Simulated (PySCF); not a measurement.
**F₄GeH₆P₂ (trans-Ge(PH3)2F4): density, localisation and related maps**

The calculation's input:

```
{"job": {"kind": "uv", "xc": "CAM-B3LYP", "basis": "def2-SVPD", "ip": false, "nstates": 15}, "charge": 0, "multiplicity": 1}
Ge     0.024318    -0.028009     0.000805
P      0.012991    -0.030088     2.469637
H      0.383247     1.173239     3.113308
H      0.871028    -0.954742     3.106950
H     -1.214367    -0.309825     3.113900
P     -0.011505     0.024562    -2.466103
H      1.177243     0.371406    -3.149066
H     -0.920153     0.957583    -3.014180
H     -0.384542    -1.153109    -3.154300
F      1.796119    -0.031115     0.040297
F     -1.749557    -0.019093    -0.037588
F      0.030645     1.746522    -0.025332
F      0.015154    -1.799431     0.023861
```

Run with:

```sh
OMP_NUM_THREADS=1 python probes_run.py task.json out
```

Geometry: PBE0-D3(BJ)/def2-SVP.

The calculation used CAM-B3LYP/def2-SVPD, SCF density, gas phase (PySCF).

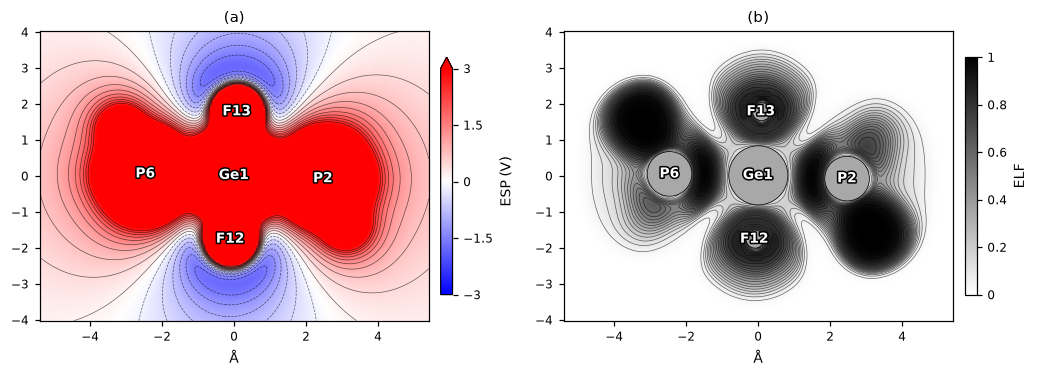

Figure 1. (a) electrostatic potential; (b) ELF on the plane of atoms P2, Ge1 and F13. Grey discs cover the atomic cores in the ELF map.

Question: Interpret the plot.

Answer: The section cuts through Ge, P and F sites.
Ge–F (1.77 Å): the ELF peaks at about 0.85 in the valence shell of F, 0.6 Å from its nucleus, and is about 0.25 at the midpoint.
Ge–P (2.47 Å): the ELF peaks at about 1 between the atoms, as expected for a covalent bond.
The ELF also peaks beside F12 and F13, away from the bonds: lone-pair regions.
Outside the dense part of the molecule the potential is most negative (−1.8 V) near F13.

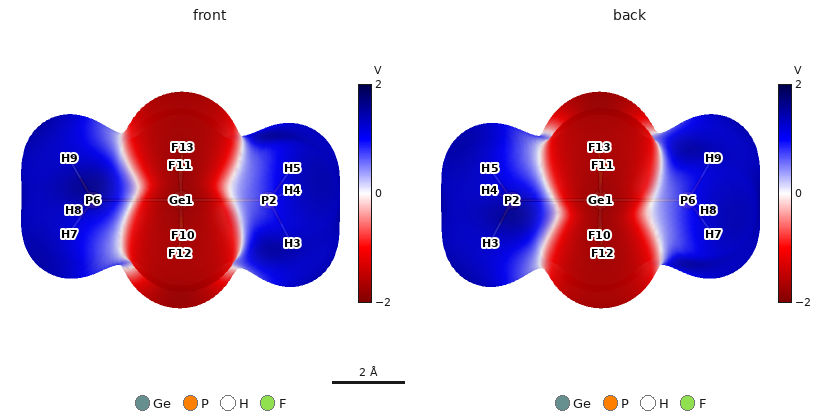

Figure 2. The molecular electrostatic potential painted on the density surface at 0.002 e/bohr³, seen from the front and from behind; red is negative and blue positive.

Question: Which sites attract a positive test charge, and which a negative one?

Answer: A positive charge is drawn to the negative regions and a negative charge to the positive ones. The most negative region (about −1.7 V) lies over F10, F11, F12 and F13, the most positive (about +1.6 V) over P2 and P6.
